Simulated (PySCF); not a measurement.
**Run report: C₅H₂F₄NO, EPR calculation**

- system: C₅H₂F₄NO, multiplicity 2, SMILES N#C[C]([C@@H]1O[C@H]1F)C(F)(F)F
- method: UKS B3LYP, pcH-1 on C F H N O, non-relativistic, mean-field spin-orbit, GIAO (PySCF 2.14.0)

It belongs to a series of runs on one base structure; here: H removed from sp3 C.

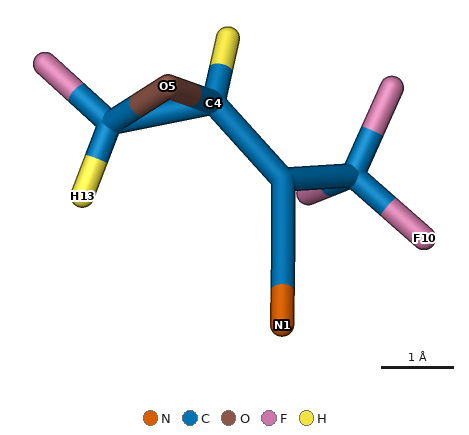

Fig. 1: The structure as given in the input (stick view, seen at a tilt; atoms are numbered from 1 in the order of the input).

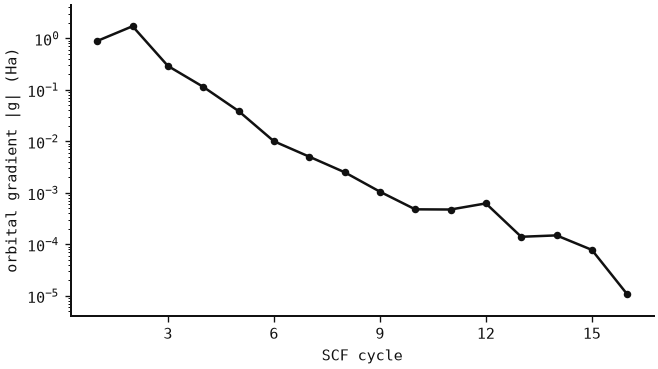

Fig. 2: Convergence of the self-consistent field: orbital gradient |g| against the SCF cycle. All cycles printed in the log are drawn one after another.

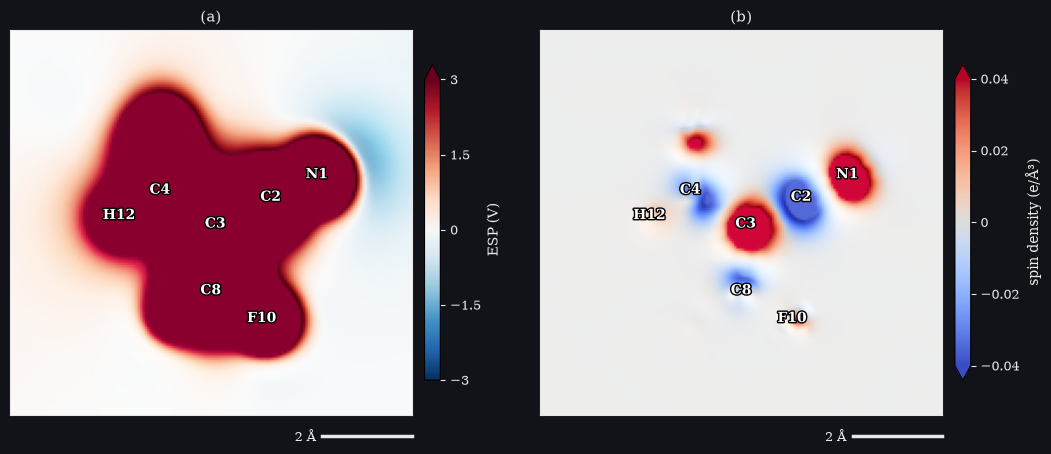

Fig. 3: (a) electrostatic potential; (b) spin density (α minus β) on the plane of atoms C2, C3 and C4. Atoms in the plane: N, C, F and H. The unpaired spin (1 electron) lies mostly on C3 (about 0.5), N1 (about 0.3) and C6 (about 0.1), in electrons by Hirshfeld's partition.

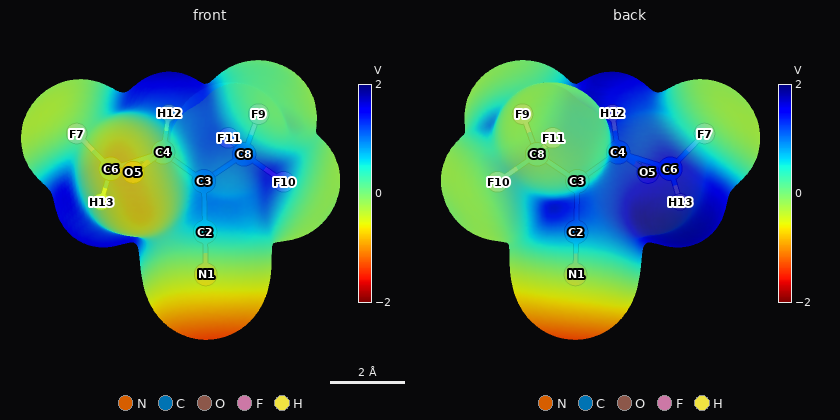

Fig. 4: The molecular electrostatic potential painted on the density surface at 0.002 e/bohr³, seen at a tilt and from behind; the colour scale runs from red (negative) to blue (positive).

These pictures come from the run below.

Input:
```
{"job": {"kind": "epr", "basis": "pcH-1"}, "charge": 0, "multiplicity": 2}
N     -0.566191     2.565686    -1.088183
C     -0.565930     1.508689    -0.622398
C     -0.548202     0.244163    -0.076678
C      0.425634    -0.171702     0.917287
O      1.042816     0.807250     1.725681
C      1.862031     0.239999     0.810679
F      2.779820    -0.623664     1.267534
C     -1.502175    -0.794324    -0.587643
F     -2.040341    -1.510837     0.410757
F     -2.502042    -0.284080    -1.298547
F     -0.869543    -1.685986    -1.379353
H      0.237407    -1.124579     1.407102
H      2.242329     0.829873    -0.018334
```

The first line tells a small driver script what to run in PySCF; the rest is the geometry in Å.

Command:
```bash
OMP_NUM_THREADS=1 python <driver script> task.json out
```

Log:
```
UKS, coarse grid
  cycle   1  E = -720.72712666  |g| = 8.95e-01
  cycle   2  E = -719.94661453  |g| = 1.73e+00
  cycle   3  E = -720.96727220  |g| = 2.93e-01
  cycle   4  E = -720.99857652  |g| = 1.15e-01
  cycle   5  E = -721.00384910  |g| = 3.90e-02
  cycle   6  E = -721.00448455  |g| = 1.01e-02
  cycle   7  E = -721.00454776  |g| = 5.07e-03
  cycle   8  E = -721.00456980  |g| = 2.53e-03
  cycle   9  E = -721.00457755  |g| = 1.06e-03
  cycle  10  E = -721.00457846  |g| = 4.81e-04
UKS, final grid
  cycle   1  E = -721.00464629  |g| = 4.77e-04
  cycle   2  E = -721.00464633  |g| = 6.27e-04
  cycle   3  E = -721.00464649  |g| = 1.41e-04
  cycle   4  E = -721.00464651  |g| = 1.50e-04
  cycle   5  E = -721.00464654  |g| = 7.85e-05
  cycle   6  E = -721.00464654  |g| = 1.08e-05
E = -721.00464654 Eh   <S^2> = 0.7639 (exact 0.7500)
g shifts (ppm)      1          2          3
  rmc          -213       -213       -213
  gc             27         64         34
  oz_so         823        983       1419
  total         636        834       1240
hyperfine (MHz)  atom isotope    a_iso     a_fc   dipolar eigenvalues
    0   14N       8.09       8.09    -17.10    -12.99     30.08
    1   13C     -55.12     -55.12    -18.84     -1.54     20.39
    2   13C      67.04      67.04    -62.46    -61.75    124.20
    3   13C     -33.56     -33.56     -4.51      0.11      4.40
    4   17O       4.61       4.61    -22.55     10.73     11.81
    5   13C      52.74      52.74    -12.04    -11.50     23.54
    6   19F      38.09      38.09    -46.47    -41.80     88.27
    7   13C     -31.96     -31.96     -1.63      0.60      1.02
    8   19F      31.75      31.75    -31.30    -29.58     60.88
    9   19F       1.28       1.28    -14.76     -9.38     24.14
   10   19F      85.45      85.45    -54.93    -52.26    107.18
   11    1H      13.08      13.08     -3.81     -1.58      5.40
   12    1H      -0.73      -0.73     -4.96     -0.68      5.65
```

Summary:

- outcome: converged
- total energy: −721.004647 hartree
- ⟨S²⟩: 0.764
- isotropic g: 2.0032
- hardware: 1 CPU thread, shared host
- wall time: 2.9 min
- peak memory: 1.1 GiB
